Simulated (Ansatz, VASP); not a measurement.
# GaSn in two plane-wave programs

Wanted: the spread between two codes on one cell, functional and k mesh. The cell is invented: other elements were put on sites of a known structure type. It may not be a known or stable phase. The cell comes out of earlier VASP steps on this material, which relaxed, scaled or displaced it; both programs get it as it stands.

Main program and level: Ansatz 0.2.0; plane waves, with VASP 6.6.1 beside it; relaxation of cell and atoms at r2SCAN with rVV10.

### Step 1. Starting point

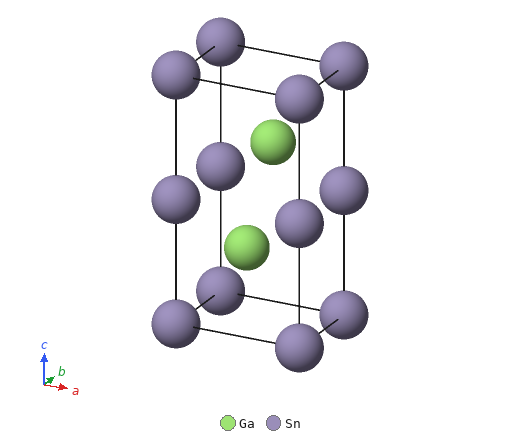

Start, viewed slightly off an axis; gallium green, tin purple. Some periodic images of atoms are drawn too.

As a file:

```cif
data_structure
_symmetry_space_group_name_H-M 'P 1'
_symmetry_Int_Tables_number 1
_cell_length_a 4.2520
_cell_length_b 4.2520
_cell_length_c 6.2020
_cell_angle_alpha 90.000
_cell_angle_beta 90.000
_cell_angle_gamma 120.000
_cell_volume 97.11
loop_
_atom_site_label
_atom_site_type_symbol
_atom_site_fract_x
_atom_site_fract_y
_atom_site_fract_z
_atom_site_occupancy
Ga1 Ga 0.66667 0.33333 0.75000 1
Ga2 Ga 0.33333 0.66667 0.25000 1
Sn3 Sn 0.00000 0.00000 0.00000 1
Sn4 Sn 0.00000 0.00000 0.50000 1
```

### Step 2. VASP: relaxation of cell and atoms, r2SCAN with rVV10

The relaxed volume is the usual yardstick between codes: its relative difference is about their pressure difference at one cell divided by the bulk modulus.

Lines of VASP's logs that name or quote its potential files are left out, and so is its time.

INCAR

```
SYSTEM = GaSn
PREC = Accurate
ENCUT = 400
EDIFF = 1E-06
NELM = 100
ISMEAR = 1
SIGMA = 0.2
LREAL = .FALSE.
ALGO = Normal
METAGGA = R2SCAN
LUSE_VDW = .TRUE.
IVDW_NL = 2
BPARAM = 11.95
CPARAM = 0.0093
LASPH = .TRUE.
NBANDS = 33
LORBIT = 11
LWAVE = .FALSE.
LCHARG = .FALSE.
KPAR = 2
IBRION = 2
NSW = 60
ISIF = 3
EDIFFG = -0.01
```

POSCAR

```
GaSn
1.0
    4.2519717604      0.0000000003      0.0000000000
   -2.1259858747      3.6823155624      0.0000000000
    0.0000000000      0.0000000000      6.2020166378
Ga Sn
2 2
Direct
    0.6666666700      0.3333333300      0.7500000000
    0.3333333300      0.6666666700      0.2500000000
    0.0000000000      0.0000000000      0.0000000000
    0.0000000000      0.0000000000      0.5000000000
```

KPOINTS

```
Automatic mesh
0
Gamma
6 6 4
0 0 0
```

Potentials, in the order of the species: Ga_d and Sn_d (PBE family, release 64).

On the command line:

```console
$ mpirun -np 2 vasp_std
```

Numbers of over 12 decimals in the logs are rounded to 6 here.

The log of the run:

```text
[banner, memory and clock lines left out]
running    2 mpi-ranks, on    1 nodes
 distrk:  each k-point on    1 cores,    2 groups
 distr:  one band on    1 cores,    1 groups

 POSCAR found type information on POSCAR GaSn
 POSCAR found :  2 types and       4 ions
|                                                                             |
|               ----> ADVICE to this user running VASP <----                  |
|                                                                             |
|     You have switched on vdW-DFT.                                           |
|     This routine was written and supplied by Jiri Klimes. We recommend      |
|     that you carefully read and cite the following publications:            |
|       J. Klimes, D.R. Bowler, A. Michelides                                 |
|          J. Phys.: Cond Matt. 22 022201 (2010)                              |
|       J. Klimes, D.R. Bowler, A. Michelides                                 |
|          Phys. Rev. B. 83, 195131 (2011)                                    |
|     and references therein.                                                 |
|                                                                             |

|                                                                             |
|               ----> ADVICE to this user running VASP <----                  |
|                                                                             |
|     You enforced a specific xc type in the INCAR file but a different       |
|     [... a line on the potential file left out ...]
|     I HOPE YOU KNOW WHAT YOU ARE DOING!                                     |
|                                                                             |

 LDA part: xc-table for (None), standard interpolation
 POSCAR, INCAR and KPOINTS ok, starting setup
 FFT: planning ... GRIDC
 FFT: planning ... GRID_SOFT
 FFT: planning ... GRID
 WAVECAR not read
 entering main loop
       N       E                     dE             d eps       ncg     rms          rms(c)
Total rVV10 correction in eV:      1.5581857    57.9359691
Total rVV10 correction in eV:      1.5581857    57.9359691
DAV:   1     0.371462046802E+03    0.37146E+03   -0.24191E+04  1386   0.245E+03
DAV:   2    -0.179339221058E+02   -0.38940E+03   -0.38487E+03  1434   0.546E+02
DAV:   3    -0.744819297155E+02   -0.56548E+02   -0.56073E+02  1618   0.183E+02
DAV:   4    -0.766986777113E+02   -0.22167E+01   -0.22111E+01  1582   0.406E+01
DAV:   5    -0.767826804966E+02   -0.84003E-01   -0.83989E-01  2162   0.737E+00    0.453E+00
Total rVV10 correction in eV:      1.5505628    57.9359731
Total rVV10 correction in eV:      1.5505628    57.9359731
DAV:   6    -0.700626780623E+02    0.67200E+01   -0.18209E+00  1694   0.176E+01    0.225E+00
Total rVV10 correction in eV:      1.5507405    57.9359732
Total rVV10 correction in eV:      1.5507405    57.9359732
DAV:   7    -0.700705526488E+02   -0.78746E-02   -0.66897E-02  1652   0.275E+00    0.105E+00
Total rVV10 correction in eV:      1.5513832    57.9359732
Total rVV10 correction in eV:      1.5513832    57.9359732
DAV:   8    -0.700766247871E+02   -0.60721E-02   -0.15018E-02  1676   0.842E-01    0.125E-01
Total rVV10 correction in eV:      1.5512109    57.9359732
Total rVV10 correction in eV:      1.5512109    57.9359732
DAV:   9    -0.700761103757E+02    0.51441E-03   -0.47158E-03  1696   0.856E-01    0.390E-02
Total rVV10 correction in eV:      1.5514268    57.9359732
Total rVV10 correction in eV:      1.5514268    57.9359732
DAV:  10    -0.700761385833E+02   -0.28208E-04   -0.29660E-04  1634   0.150E-01    0.171E-02
Total rVV10 correction in eV:      1.5515387    57.9359732
Total rVV10 correction in eV:      1.5515387    57.9359732
DAV:  11    -0.700761390464E+02   -0.46302E-06   -0.31331E-05  2059   0.392E-02    0.679E-03
Total rVV10 correction in eV:      1.5516179    57.9359732
Total rVV10 correction in eV:      1.5516179    57.9359732
DAV:  12    -0.700761345824E+02    0.44640E-05   -0.14359E-05  1737   0.442E-02    0.293E-03
Total rVV10 correction in eV:      1.5516055    57.9359732
Total rVV10 correction in eV:      1.5516055    57.9359732
DAV:  13    -0.700761348874E+02   -0.30499E-06   -0.12568E-06   914   0.132E-02
Total rVV10 correction in eV:      1.5515913    57.9359732
Total rVV10 correction in eV:      1.5515913    57.9359732
Total rVV10 correction in eV:      1.5515962    57.9359732
Total rVV10 correction in eV:      1.5515962    57.9359732
   1 F= -.70076135E+02 E0= -.70072666E+02  d E =-.700761E+02
[...]
2 F= -.70077220E+02 E0= -.70073882E+02  d E =-.108527E-02
[...]
3 F= -.70077238E+02 E0= -.70073912E+02  d E =-.110274E-02
[...]
4 F= -.70077235E+02 E0= -.70073905E+02  d E =-.110044E-02
[...]
5 F= -.70077238E+02 E0= -.70073910E+02  d E =-.110276E-02
[...]
6 F= -.70077438E+02 E0= -.70074314E+02  d E =-.200608E-03
 trial-energy change:   -0.000201  1 .order   -0.000200   -0.000265   -0.000136
 step:   2.1057(harm=  2.1057)  dis= 0.00000  next Energy=   -70.077510 (dE=-0.272E-03)
 bond charge predicted
       N       E                     dE             d eps       ncg     rms          rms(c)
Total rVV10 correction in eV:      1.5560163    57.9359731
Total rVV10 correction in eV:      1.5560163    57.9359731
DAV:   1    -0.700789884073E+02   -0.15498E-02   -0.37865E-02  1616   0.146E+00    0.231E-01
Total rVV10 correction in eV:      1.5561952    57.9359732
Total rVV10 correction in eV:      1.5561952    57.9359732
DAV:   2    -0.700780289263E+02    0.95948E-03   -0.17602E-03  1573   0.558E-01    0.141E-01
Total rVV10 correction in eV:      1.5563525    57.9359732
Total rVV10 correction in eV:      1.5563525    57.9359732
DAV:   3    -0.700774901802E+02    0.53875E-03   -0.64143E-04  1724   0.332E-01    0.804E-03
Total rVV10 correction in eV:      1.5563392    57.9359732
Total rVV10 correction in eV:      1.5563392    57.9359732
DAV:   4    -0.700775084559E+02   -0.18276E-04   -0.22908E-04  1433   0.150E-01    0.642E-03
Total rVV10 correction in eV:      1.5563331    57.9359732
Total rVV10 correction in eV:      1.5563331    57.9359732
DAV:   5    -0.700775080809E+02    0.37501E-06   -0.69440E-06  1790   0.241E-02
Total rVV10 correction in eV:      1.5563415    57.9359732
Total rVV10 correction in eV:      1.5563415    57.9359732
Total rVV10 correction in eV:      1.5563391    57.9359732
Total rVV10 correction in eV:      1.5563391    57.9359732
   7 F= -.70077508E+02 E0= -.70074634E+02  d E =-.270437E-03
 curvature:  -1.18 expect dE=-0.123E-05 dE for cont linesearch -0.220E-06
 trial: gam= 0.01268 g(F)=  0.202E-43 g(S)=  0.104E-05 ort =-0.735E-05 (trialstep = 0.124E+01)
 search vector abs. value=  0.901E-06
 reached required accuracy - stopping structural energy minimisation
```

Parts of OUTCAR (step 2):

```text
ion  position               nearest neighbor table
   1  0.667  0.333  0.750-   3 2.90   4 2.90   3 2.90   4 2.90   3 2.90   4 2.90
   2  0.333  0.667  0.250-   3 2.90   4 2.90   3 2.90   4 2.90   3 2.90   4 2.90
   3  0.000  0.000  0.000-   1 2.90   2 2.90   2 2.90   1 2.90   1 2.90   2 2.90   4 3.10   4 3.10

  LATTYP: Found a hexagonal cell.
 ALAT       =     4.2519717604
 C/A-ratio  =     1.4586213144

 Subroutine GETGRP returns: Found 24 space group operations
 (whereof 12 operations were pure point group operations)

The static configuration has the point symmetry D_3d.
 The point group associated with its full space group is D_6h.

 Found     21 irreducible k-points:

   k-points           NKPTS =     21   k-points in BZ     NKDIM =     21   number of bands    NBANDS=     33

   dimension x,y,z NGX =    28 NGY =   28 NGZ =   40
   dimension x,y,z NGXF=    56 NGYF=   56 NGZF=   80

   ENCUT  =  400.0 eV  29.40 Ry    5.42 a.u.   6.93  6.93 10.11*2*pi/ulx,y,z

   NELECT =      54.0000    total number of electrons

 k-points in reciprocal lattice and weights: Automatic mesh
   0.00000000  0.00000000  0.00000000       0.007
   0.16666667  0.00000000  0.00000000       0.042
   0.33333333  0.00000000  0.00000000       0.042
   0.50000000  0.00000000  0.00000000       0.021
   0.16666667  0.16666667  0.00000000       0.042
   0.33333333  0.16666667  0.00000000       0.083
   0.33333333  0.33333333  0.00000000       0.014
   0.00000000  0.00000000  0.25000000       0.014
   0.16666667  0.00000000  0.25000000       0.083
[...]
0.33333333  0.16666667  0.50000000       0.083
   0.33333333  0.33333333  0.50000000       0.014

 average (electrostatic) potential at core
       1 -68.9721       2 -68.9721       3-106.3099       4-106.3099

 E-fermi :   6.1244

 k-point     1 :       0.0000    0.0000    0.0000
  band No.  band energies     occupation
    ...
     22      -1.0503      2.00000
     23      -1.0244      2.00000
     24       5.6813      2.00750
     25       5.6814      2.00750
     26       6.1752      0.58534
     27       7.9485     -0.00000
     28       7.9485     -0.00000
     29       7.9833     -0.00000
     30       9.4370     -0.00000
     31       9.4437     -0.00000
    ...

 k-point     2 :       0.1667    0.0000    0.0000
  band No.  band energies     occupation
    ...
     22      -0.7470      2.00000
     23      -0.7411      2.00000
     24       2.9860      2.00000
     25       4.9382      2.00000
     26       5.6253      2.00236
     27       7.3065     -0.00000
     28       8.4314     -0.00000
     29       8.5588     -0.00000
     30       9.0222     -0.00000
     31       9.4004     -0.00000
    ...

 k-point     3 :       0.3333    0.0000    0.0000
  band No.  band energies     occupation
    ...
     23       0.1222      2.00000
     24       0.8640      2.00000
     25       3.6100      2.00000
     26       4.0683      2.00000
     27       4.7451      2.00000
     28       8.2709     -0.00000
     29       8.3942     -0.00000
     30       8.6379     -0.00000
     31       9.2311     -0.00000
     32       9.3829     -0.00000
    ...

  Total       -0.0063291     -0.0063291     -0.0024931     -0.0000000      0.0000000      0.0000000
  in kB       -0.1034860     -0.1034860     -0.0407639     -0.0000000      0.0000000      0.0000000
  external PRESSURE =      -0.0825787 kB  Pullay stress =       0.0000000 kB

  energy-cutoff  :      400.00
  volume of cell :       97.99
      direct lattice vectors                 reciprocal lattice vectors
     4.274039824  0.000000000 -0.000000000     0.233970679  0.135083034 -0.000000000
    -2.137019906  3.701427066  0.000000000    -0.000000000  0.270166069 -0.000000000
     0.000000000  0.000000000  6.193897806     0.000000000 -0.000000000  0.161449225

 POSITION                                       TOTAL-FORCE (eV/Angst)
 -----------------------------------------------------------------------------------
      2.13702      1.23381      4.64542        -0.000000     -0.000000     -0.000000
     -0.00000      2.46762      1.54847        -0.000000      0.000000      0.000000
      0.00000      0.00000     -0.00000         0.000000     -0.000000      0.000000
      0.00000      0.00000      3.09695         0.000000     -0.000000      0.000000
 -----------------------------------------------------------------------------------
    total drift:                               -0.000005      0.000003      0.000000

  FREE ENERGIE OF THE ION-ELECTRON SYSTEM (eV)
  ---------------------------------------------------
  free  energy   TOTEN  =       -70.0775080809 eV

  energy  without entropy=      -70.0688848645  energy(sigma->0) =      -70.07463368

 reached required accuracy - stopping structural energy minimisation

 total charge
# of ion       s       p       d       tot
------------------------------------------
    1        0.993   0.591   9.945  11.529
    2        0.993   0.591   9.945  11.529
    3        1.191   1.103   9.986  12.280
    4        1.191   1.103   9.986  12.280
--------------------------------------------------
tot          4.368   3.388  39.863  47.618

[... 3 further parts left out ...]
```

[end of part 1 of 2]

[Lines on the potential files, build, host, timing and source positions are cut from VASP's logs without a mark.]

[Logs are printed without paths, hosts, clocks, repeated set-up lines and the standing remarks that a program may print on its own settings, such as how far it seeks lower states.]

[Hosts, paths, dates, database ids (printed as entryN), source tags and the programs' standing remarks are cut or masked in the printed files.]
